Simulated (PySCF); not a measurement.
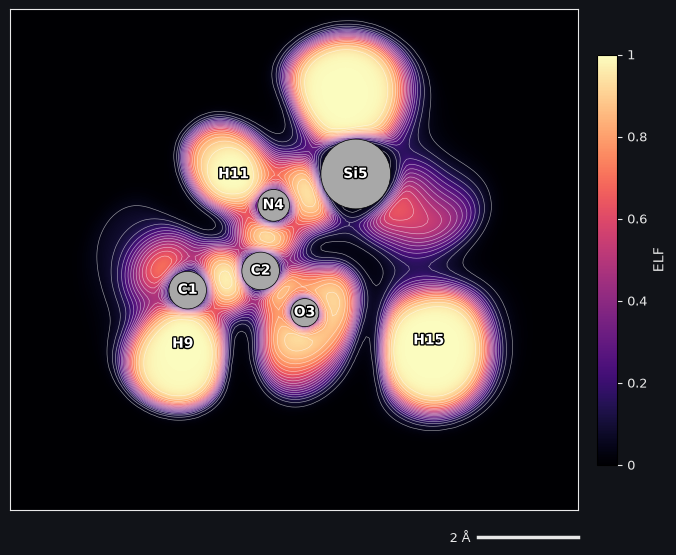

*C2H10GeN2OSi (SMILES CC(=O)N[SiH2][NH][GeH3]). Electron localisation function on the plane of atoms O3, C2 and N4. Grey discs cover the atomic cores.*

Geometry: GFN2-xTB.

Theory: PySCF 2.14.0, PBE0/def2-SVPD, SCF density, gas phase.

```xyz
17

C     2.4055   -1.2525   -0.2760
C     1.1416   -0.5075    0.0955
O     0.2372   -1.0409    0.7135
N     1.0795    0.7749   -0.2938
Si   -0.3203    1.7914    0.0466
N    -1.7474    0.9113   -0.2774
Ge   -2.2900   -0.7245    0.4039
H     2.5224   -1.2644   -1.3579
H     2.3471   -2.2728    0.0912
H     3.2712   -0.7599    0.1622
H     1.8649    1.1281   -0.8147
H    -0.2006    2.8744   -0.9304
H    -0.1412    2.2318    1.4352
H    -2.5200    1.4667   -0.6071
H    -2.0438   -0.8695    1.8630
H    -3.7964   -0.6281    0.1983
H    -1.8166   -1.8467   -0.4565
```

Q: What does the map show?

A:
- The section cuts through C, O, N, Si and H sites.
- C–O (1.22 Å): the ELF peaks at about 0.85 between the atoms: a multiple bond.
- C–N (1.34 Å): the ELF peaks at about 0.90 between the atoms (a covalent bond).
- C–C (1.51 Å): the ELF peaks at about 0.95 between the atoms, as expected for localised, covalent bonding.
- N–H (1.01 Å): the ELF climbs to about 1 towards the hydrogen, as it does in any bond to H (a covalent bond by its length).
- Si–N (1.76 Å): the ELF peaks at about 0.95 between the atoms; a shared but strongly polarised pair.
- The ELF also peaks beside O3, away from the bonds: lone-pair regions.
